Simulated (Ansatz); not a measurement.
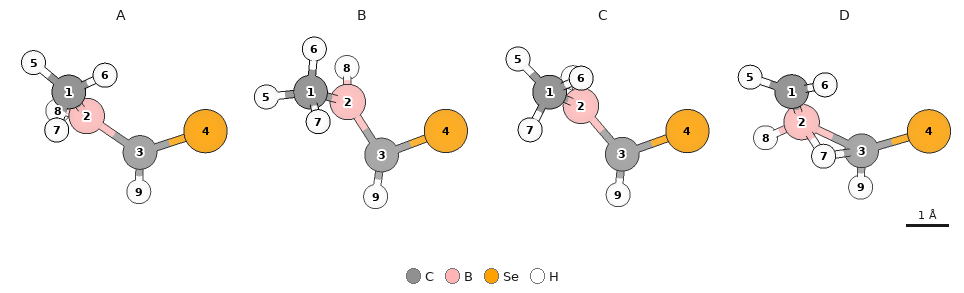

4 geometries from a converged minimum-energy path of C2H5BSe, shuffled. Style: ball-and-stick. Shown from a free direction.

These are results of RKS PBE/def2-SVP in Ansatz, not measurements. Settings: 5 movable images; climbing image; force threshold 0.05 eV/Å; iteration limit 60; starting path through a guess of the saddle point.

Q: Which frame is the top of the path?

A: D. In order along the path, whose images run from 0 to 6: B (image 0, 0.0 kcal/mol), C (image 2, +1.7 kcal/mol), A (image 3, +4.2 kcal/mol), D (image 5, +48.3 kcal/mol). A hydrogen atom shifts from one atom to another. Breaking: C1–H7 (1.11 → 1.77 at the top → 2.29 Å). Forming: C3–H7 (2.94 → 1.44 at the top → 1.21 Å).
